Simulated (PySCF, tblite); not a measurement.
# C₅H₁₅OPSi: geometry, infrared bands and NMR shifts

What infrared bands and NMR shifts should C₅H₁₅OPSi (`CCC(C)(C)O[SiH2]P`) show?

Programs: tblite 0.8.0 and PySCF 2.14.0, with density-fitted response routines of our own. Each step states its level of theory. These are calculated values for one molecule in the gas phase, unless marked as measured. Atoms are numbered from 0 throughout.

## 1. The molecule as given

23 atoms, charge 0, multiplicity 1; geometry from: force field or distance geometry start.

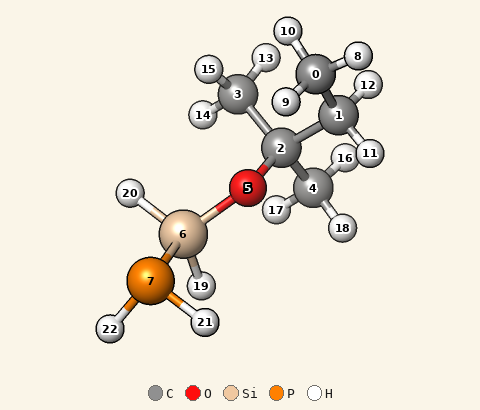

As it starts; carbon grey, oxygen red, silicon light orange, phosphorus orange, hydrogen white, atoms numbered.

## 2. Relaxing the molecule with GFN2-xTB

What the job is given:

```
{"job": {"kind": "relax", "xc": "GFN2-xTB", "basis": "xTB"}, "charge": 0, "multiplicity": 1}
C     -2.019100     0.603400     1.652000
C     -1.517000     1.067300     0.281600
C     -0.447700     0.117700    -0.350100
C     -1.078200    -1.259100    -0.604300
C     -0.040300     0.753500    -1.687700
O      0.632300     0.078200     0.571600
Si     2.036900    -0.785200     0.362000
P      3.274400    -0.525100     2.185300
H     -2.706500     1.354300     2.063000
H     -1.215400     0.473000     2.373400
H     -2.583600    -0.336200     1.576100
H     -1.068100     2.052600     0.432700
H     -2.372800     1.191500    -0.373600
H     -2.027100    -1.189500    -1.131300
H     -0.421700    -1.890500    -1.199100
H     -1.245900    -1.801200     0.357200
H     -0.904600     0.925300    -2.341100
H      0.661100     0.112000    -2.243500
H      0.463800     1.718500    -1.528300
H      2.790200    -0.261600    -0.793700
H      1.726500    -2.218000     0.174700
H      3.566800     0.841100     1.994200
H      4.490900    -0.995200     1.652000
```

The run is started by

```console
$ OMP_NUM_THREADS=1 python probes_run.py task.json out
```

This one command runs all jobs of the session in turn.

The program printed:

```text
step      E/eV     max force
  0    -727.25407    1.345
  1    -727.34185    0.679
  2    -727.37291    0.529
  3    -727.39472    0.371
  4    -727.41070    0.359
  5    -727.42025    0.288
  6    -727.42946    0.314
  7    -727.43577    0.195
  8    -727.44079    0.175
  9    -727.44495    0.144
 10    -727.44906    0.189
 11    -727.45324    0.183
 12    -727.45688    0.130
 13    -727.45940    0.088
 14    -727.46125    0.095
 15    -727.46288    0.107
 16    -727.46443    0.109
 17    -727.46591    0.101
 18    -727.46739    0.095
 19    -727.46902    0.097
 20    -727.47087    0.100
 21    -727.47283    0.097
 22    -727.47488    0.106
 23    -727.47713    0.128
 24    -727.47954    0.132
 25    -727.48172    0.101
 26    -727.48331    0.081
 27    -727.48440    0.066
 28    -727.48533    0.065
 29    -727.48624    0.068
 30    -727.48714    0.074
 31    -727.48802    0.057
 32    -727.48893    0.063
 33    -727.48988    0.071
 34    -727.49085    0.063
 35    -727.49182    0.072
 36    -727.49280    0.062
 37    -727.49369    0.063
 38    -727.49434    0.050
 39    -727.49475    0.049
 40    -727.49510    0.047
 41    -727.49552    0.055
 42    -727.49598    0.055
 43    -727.49640    0.044
 44    -727.49678    0.039
 45    -727.49720    0.050
 46    -727.49770    0.062
 47    -727.49818    0.045
 48    -727.49847    0.032
 49    -727.49862    0.025
 50    -727.49872    0.023
 51    -727.49883    0.022
 52    -727.49893    0.027
 53    -727.49902    0.026
 54    -727.49910    0.022
 55    -727.49916    0.016
 56    -727.49921    0.017
 57    -727.49926    0.022
 58    -727.49930    0.021
 59    -727.49935    0.016
 60    -727.49940    0.013
 61    -727.49943    0.012
 62    -727.49947    0.012
 63    -727.49951    0.013
 64    -727.49954    0.011
 65    -727.49957    0.011
 66    -727.49959    0.010
 67    -727.49961    0.011
 68    -727.49963    0.013
 69    -727.49966    0.012
 70    -727.49969    0.014
 71    -727.49973    0.014
 72    -727.49977    0.017
 73    -727.49981    0.019
 74    -727.49984    0.017
 75    -727.49987    0.016
 76    -727.49990    0.016
 77    -727.49994    0.012
 78    -727.49997    0.011
 79    -727.49999    0.010
```

Run time: 0.77 s. Hardware: 1 thread of Arm Neoverse V1, shared host; peak memory 0.18 GiB.

The steps of the relaxation: (not every step is listed)

```csv
step,energy from step 0 (eV),largest force (eV/Å)
0,0.0000,1.3446
1,-0.0878,0.6790
2,-0.1188,0.5294
3,-0.1407,0.3707
4,-0.1566,0.3588
5,-0.1662,0.2885
6,-0.1754,0.3139
7,-0.1817,0.1953
8,-0.1867,0.1749
14,-0.2072,0.0949
20,-0.2168,0.1003
26,-0.2292,0.0810
32,-0.2349,0.0631
38,-0.2403,0.0498
44,-0.2427,0.0393
50,-0.2447,0.0231
56,-0.2451,0.0171
62,-0.2454,0.0124
68,-0.2456,0.0131
74,-0.2458,0.0168
75,-0.2458,0.0164
76,-0.2458,0.0163
77,-0.2459,0.0120
78,-0.2459,0.0110
79,-0.2459,0.0100
```

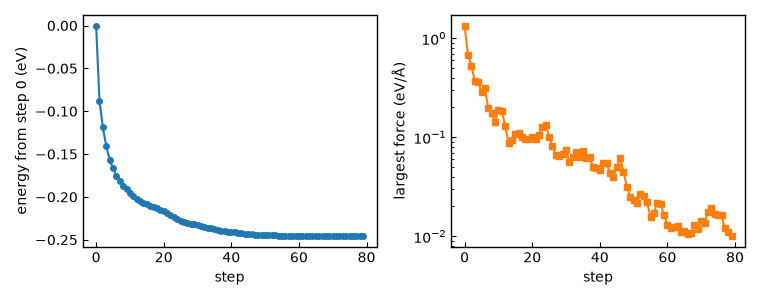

Energy and force, step by step.

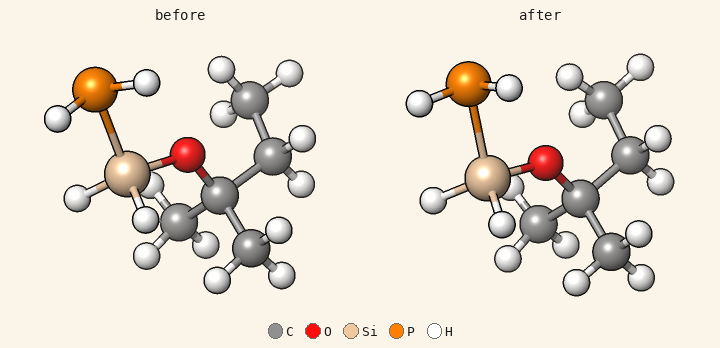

Before and after, at one scale.

Distances of close pairs at the start and the end, largest changes first:

```csv
bond,before (Å),after (Å),change (Å)
O5–Si6,1.662,1.605,-0.057
C3–H15,1.116,1.086,-0.031
P7–H21,1.410,1.382,-0.028
P7–H22,1.409,1.381,-0.028
C1–C2,1.563,1.540,-0.023
C4–H17,1.101,1.087,-0.014
C4–H18,1.100,1.087,-0.013
Si6–P7,2.219,2.231,+0.012
```

The final coordinates are the input of the step that follows.

## 3. Harmonic vibrations with GFN2-xTB

What the job is given:

```
{"job": {"kind": "ir", "xc": "GFN2-xTB", "basis": "xTB"}, "charge": 0, "multiplicity": 1}
C     -1.899915     0.552854     1.691721
C     -1.463892     1.073515     0.326941
C     -0.485592     0.133252    -0.402349
C     -1.089427    -1.252175    -0.625011
C     -0.089300     0.748108    -1.745271
O      0.654366     0.029335     0.423134
Si     2.042800    -0.763496     0.284762
P      2.940999    -0.301923     2.274285
H     -2.442834     1.327182     2.228444
H     -1.027925     0.274326     2.277857
H     -2.549396    -0.313175     1.593443
H     -0.957439     2.031804     0.459952
H     -2.336141     1.237321    -0.308252
H     -2.056551    -1.168466    -1.113017
H     -0.426048    -1.844606    -1.250420
H     -1.210552    -1.762548     0.325711
H     -0.968229     0.902617    -2.364798
H      0.599251     0.087204    -2.265460
H      0.402987     1.703766    -1.584137
H      2.845616    -0.313385    -0.863093
H      1.888360    -2.218264     0.148645
H      3.532501     0.886742     1.889497
H      4.091610    -1.023001     2.020530
```

The program printed:

```text
mode    cm-1     km/mol
  1       8.4      1.50
  2      62.2      0.49
  3      83.9      2.43
  4      92.6      5.77
  5     104.9      1.01
  6     166.2      1.54
  7     202.3      0.07
  8     220.1      0.34
  9     229.0      0.01
 10     271.9      0.13
 11     314.1      0.36
 12     358.7      0.02
 13     400.7      7.05
 14     439.2     20.74
 15     467.2     39.59
 16     500.2     12.02
 17     520.1      6.61
 18     620.7     38.08
 19     676.1     86.08
 20     699.2     16.07
 21     722.4     66.57
 22     758.8    341.66
 23     804.3     20.65
 24     826.1    172.48
 25     859.7     25.37
 26     949.5      1.51
 27     951.1      2.22
 28    1000.8      0.53
 29    1032.5      3.33
 30    1057.8     43.64
 31    1085.5    160.86
 32    1103.1     68.64
 33    1150.9     19.53
 34    1192.9    100.52
 35    1202.9     59.29
 36    1236.2     41.53
 37    1278.9     28.29
 38    1340.9      2.00
 39    1390.4     11.45
 40    1404.9      8.15
 41    1410.7      6.11
 42    1470.7      0.56
 43    1480.5      0.92
 44    1486.4      4.94
 45    1489.3      0.69
 46    1500.0      5.40
 47    1501.8      4.58
 48    1514.1      0.19
 49    2153.9    317.60
 50    2195.8    125.32
 51    2310.7    119.24
 52    2397.9    176.82
 53    2976.4     37.12
 54    2986.4     25.76
 55    3034.5      8.39
 56    3036.1     26.96
 57    3040.3     56.59
 58    3041.8     12.38
 59    3042.7      7.20
 60    3043.6     53.30
 61    3046.7     34.46
 62    3048.6     49.73
 63    3056.9     24.92
```

It took 1.1 s on 1 thread of Arm Neoverse V1, shared host; peak memory 0.18 GiB.

Which atoms move in the most intense modes:

```csv
cm⁻¹,km/mol,atoms
759,341.7,"H20 34 %, H19 29 %, H22 20 %"
826,172.5,"H19 45 %, H20 45 %"
1086,160.9,"O5 40 %, C1 12 %"
1193,100.5,C2 46 %
2154,317.6,"H19 73 %, H20 23 %"
2196,125.3,"H20 73 %, H19 24 %"
2311,119.2,"H21 54 %, H22 43 %"
2398,176.8,"H22 54 %, H21 42 %"
```

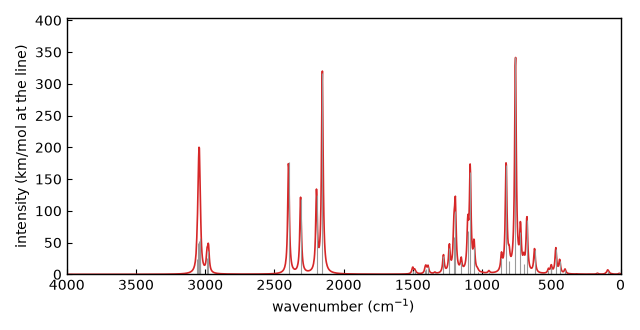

The infrared spectrum from these modes, unscaled. Lines are broadened to a width of 14 cm⁻¹ (Lorentzian).

## 4. NMR shieldings: PBE0/pcSseg-1

The job, as its differences from that of step 3:

```diff
@@ -1,2 +1,2 @@
-{"job": {"kind": "ir", "xc": "GFN2-xTB", "basis": "xTB"}, "charge": 0, "multiplicity": 1}
+{"job": {"kind": "nmr", "xc": "PBE0", "basis": "pcSseg-1"}, "charge": 0, "multiplicity": 1}
 C     -1.899915     0.552854     1.691721
```

Method: GIAO PBE0/pcSseg-1 NMR shielding, non-relativistic, gas phase.

The program printed:

```text
coarse grid: 19064 points
cycle   1  E = -904.8500303596  dE =  7.017e-01  |g| = 7.577e-01  |ddm| = 4.058e+00
cycle   2  E = -904.7045834774  dE =  1.454e-01  |g| = 1.156e+00  |ddm| = 1.762e+00
cycle   3  E = -904.9629293310  dE = -2.583e-01  |g| = 1.492e-01  |ddm| = 1.268e+00
cycle   4  E = -904.9672388940  dE = -4.310e-03  |g| = 3.748e-02  |ddm| = 1.436e-01
cycle   5  E = -904.9675589848  dE = -3.201e-04  |g| = 4.925e-03  |ddm| = 3.444e-02
cycle   6  E = -904.9675638303  dE = -4.846e-06  |g| = 1.911e-03  |ddm| = 6.753e-03
final grid: 171680 points
cycle   7  E = -905.0281325903  dE = -6.754e-05  |g| = 1.230e-02  |ddm| = 4.360e-02
cycle   8  E = -905.0281094144  dE =  2.318e-05  |g| = 1.655e-02  |ddm| = 2.235e-02
cycle   9  E = -905.0281651478  dE = -5.573e-05  |g| = 1.760e-03  |ddm| = 1.292e-02
cycle  10  E = -905.0281657529  dE = -6.051e-07  |g| = 3.061e-04  |ddm| = 1.799e-03
cycle  11  E = -905.0281657712  dE = -1.828e-08  |g| = 1.001e-04  |ddm| = 4.078e-04
cycle  12  E = -905.0281657733  dE = -2.095e-09  |g| = 2.831e-05  |ddm| = 1.170e-04
cycle  13  E = -905.0281657735  dE = -1.796e-10  |g| = 3.902e-06  |ddm| = 2.705e-05
converged SCF energy = -905.0281657735

GIAO shielding tensors (ppm)
atom      isotropic    diamagn.    paramagn.     s11        s22        s33       span
  0 C      177.193     246.794     -69.600    169.151    175.793    186.636     17.486
  1 C      146.046     248.973    -102.927    131.390    136.607    170.140     38.750
  2 C      111.877     240.911    -129.034     90.746     94.976    149.908     59.162
  3 C      159.621     250.645     -91.024    144.889    150.898    183.075     38.186
  4 C      153.829     249.570     -95.740    133.330    143.246    184.912     51.582
  5 O      267.538     402.251    -134.713    206.142    279.982    316.490    110.348
  6 Si     379.151     882.353    -503.202    310.976    372.130    454.347    143.371
  7 P      615.419     967.678    -352.259    555.304    617.194    673.759    118.455
  8 H       30.780      28.103       2.676     26.003     27.601     38.734     12.731
  9 H       30.114      31.283      -1.169     24.177     30.955     35.210     11.033
 10 H       30.820      30.313       0.507     26.054     29.661     36.746     10.692
 11 H       30.134      32.787      -2.653     26.000     30.041     34.359      8.359
 12 H       30.487      32.501      -2.015     25.800     29.904     35.755      9.955
 13 H       30.764      32.057      -1.293     27.066     27.934     37.291     10.226
 14 H       30.343      32.713      -2.370     26.967     29.097     34.965      7.997
 15 H       30.138      32.820      -2.682     26.686     29.082     34.645      7.959
 16 H       30.523      31.609      -1.085     26.859     28.137     36.573      9.714
 17 H       30.197      32.493      -2.297     26.525     28.892     35.173      8.648
 18 H       30.412      32.096      -1.684     27.568     27.852     35.814      8.246
 19 H       25.927      31.100      -5.172     21.222     25.932     30.627      9.405
 20 H       26.401      30.909      -4.509     22.019     26.127     31.056      9.037
 21 H       30.475      30.663      -0.188     25.132     28.014     38.277     13.145
 22 H       31.107      29.001       2.106     25.967     27.200     40.155     14.189
```

Wall time 63 s (1 thread of Arm Neoverse V1, shared host); peak memory 1.1 GiB.

The references, computed at this level on geometries of the same kind, shield at (ppm): 1H TMS 31.72, 13C TMS 186.9, 29Si TMS 349.2, 17O H2O 336.1, 31P H3PO4 318.4. Their shielding less the atom's gives the shift. The references are single molecules in the gas phase, so shifts against H2O, NH3, PH3, H3PO4 or CFCl3 are not on the usual liquid scales and can be off by tens of ppm. Atoms listed in one row are averaged.

```csv
atoms,environment,σ (ppm),δ (ppm),δ scaled to CDCl3
C2,fully substituted sp3 carbon bonded to O,111.9,75.0,71.3
C1,sp3 CH2,146.0,40.9,38.0
"C3, C4",methyl carbon,156.7,30.2,27.6
C0,methyl carbon,177.2,9.7,7.6
"H19, H20","hydrogen on a silicon bonded to O, P",26.16,5.55,–
"H11, H12",hydrogen on an sp3 CH2,30.31,1.41,1.43
"H13, H14, H15, H16, H17, H18",hydrogen on a methyl carbon,30.40,1.32,1.35
"H8, H9, H10",hydrogen on a methyl carbon,30.57,1.15,1.19
"H21, H22",hydrogen on a phosphorus bonded to Si,30.79,0.93,–
O5,"oxygen bonded to C, Si",267.5,68.5,–
Si6,"silicon bonded to O, P, 2 H",379.2,-30.0,–
P7,"phosphorus bonded to Si, 2 H",615.4,-297.0,–
```

The scaled column applies a straight-line fit of computed shieldings to shifts measured in CDCl3 (root-mean-square error 0.16 ppm for H, 1.9 ppm for C).

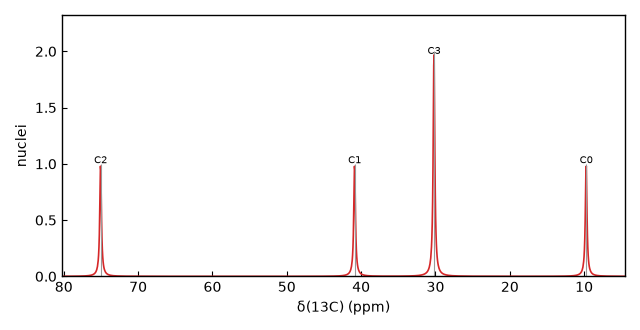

13C lines at the computed shifts, without couplings. Lines are broadened to a width of 0.26 ppm (Lorentzian).

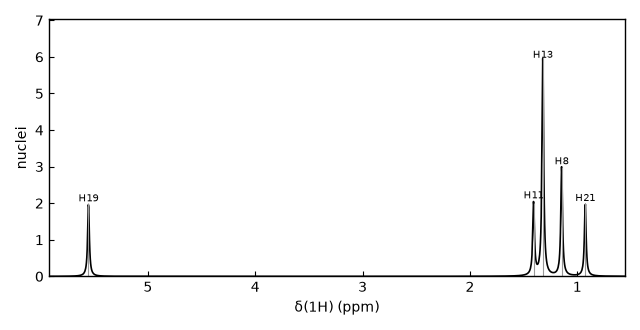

1H lines at the computed shifts, without couplings. Lines are broadened to a width of 0.02 ppm (Lorentzian).

The run also stored atomic charges by several schemes (e):

```csv
atoms,Mulliken,IAO,Hirshfeld,ESP fit
C0,-0.26,-0.42,-0.12,-0.24
C1,-0.17,-0.25,-0.07,0.01
C2,-0.20,0.25,0.10,0.57
"C3, C4",-0.17,-0.43,-0.13,-0.61
O5,-0.62,-0.65,-0.20,-0.30
Si6,0.66,0.83,0.34,0.48
P7,-0.24,-0.10,-0.02,-0.38
```

IAO charges:

C0 -0.42; C1 -0.25; C2 0.25; C3 -0.43; C4 -0.43; O5 -0.65; Si6 0.83; P7 -0.10; H8 0.14; H9 0.15; H10 0.13; H11 0.14; H12 0.13; H13 0.14; H14 0.14; H15 0.15; H16 0.14; H17 0.14; H18 0.14; H19 -0.16; H20 -0.16; H21 0.00; H22 -0.01

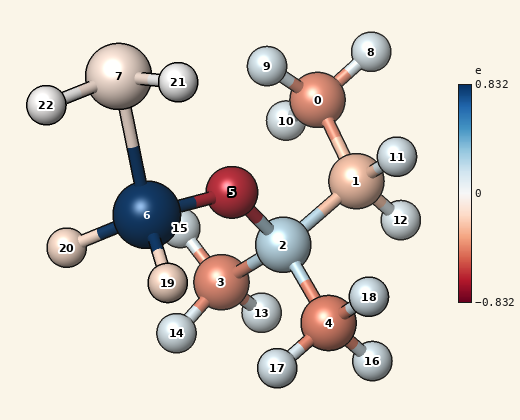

IAO charges, as colours on the atoms.

Mayer bond orders: C0–C1 1.06, C1–C2 0.99, C2–C3 1.02, C2–C4 1.04, C2–O5 0.80, O5–Si6 0.98, Si6–P7 0.99.

Orbitals, density, ELF and potential are computed afterwards from the orbital file.

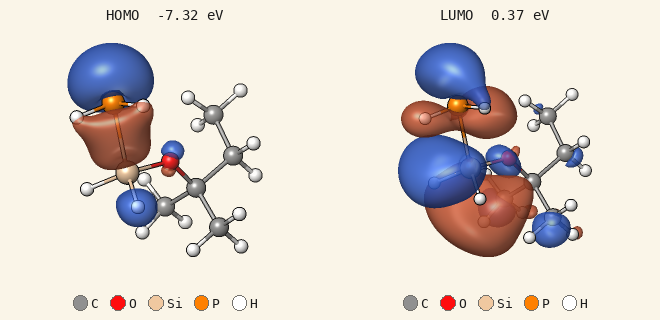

PBE0/pcSseg-1 orbitals near the gap, drawn at the value that encloses 70 % of each; the two colours are the two signs.

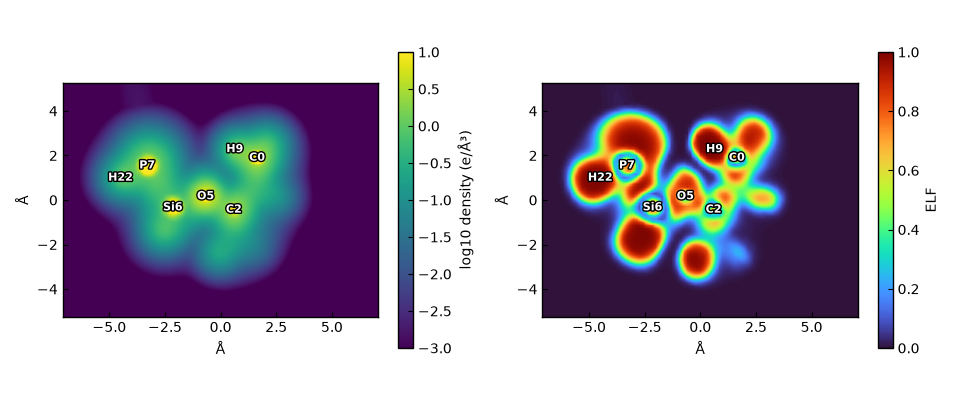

Density (left) and ELF (right) in a plane through or near 7 of the atoms.

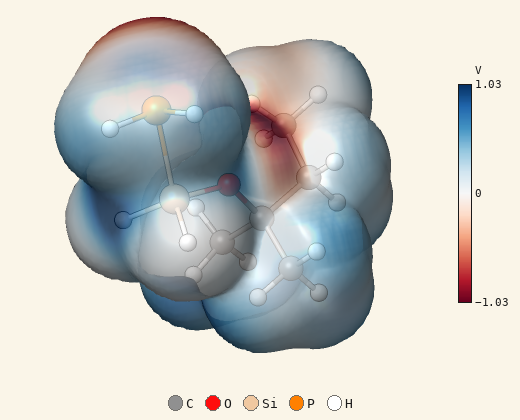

Electrostatic potential on the surface of density 0.002 e/bohr³; red is low, blue high. It runs from -1.03 V near P7 to 0.87 V near H20.

## 5. Results

```
                                                               quantity                             value
                              strongest single infrared mode (GFN2-xTB)              759 cm⁻¹, 342 km/mol
                                           zero-point energy (GFN2-xTB)                    117.3 kcal/mol
13C shifts against TMS (PBE0/pcSseg-1, means over atoms taken as alike)         75.0, 40.9, 30.2, 9.7 ppm
 1H shifts against TMS (PBE0/pcSseg-1, means over atoms taken as alike)  5.55, 1.41, 1.32, 1.15, 0.93 ppm
                                 17O shifts against H2O (PBE0/pcSseg-1)                          68.5 ppm
                                29Si shifts against TMS (PBE0/pcSseg-1)                         -30.0 ppm
                               31P shifts against H3PO4 (PBE0/pcSseg-1)                        -297.0 ppm
                                  surface potential, least and greatest                -1.03 V and 0.87 V
```

In words: Over 79 steps the energy fell by 0.246 eV; of the close pairs, O5–Si6 changed most, 1.662 to 1.605 Å. No mode is imaginary among the 63: a minimum at this level. The strongest single mode, at 759 cm⁻¹, is carried by H20, H19, H22. Unscaled tight-binding wavenumbers are off by several per cent, some by more. Its intensities can rank the bands wrongly. At PBE0/pcSseg-1: The widest tensor belongs to Si6: span 143 ppm, with a paramagnetic part of -503 ppm.
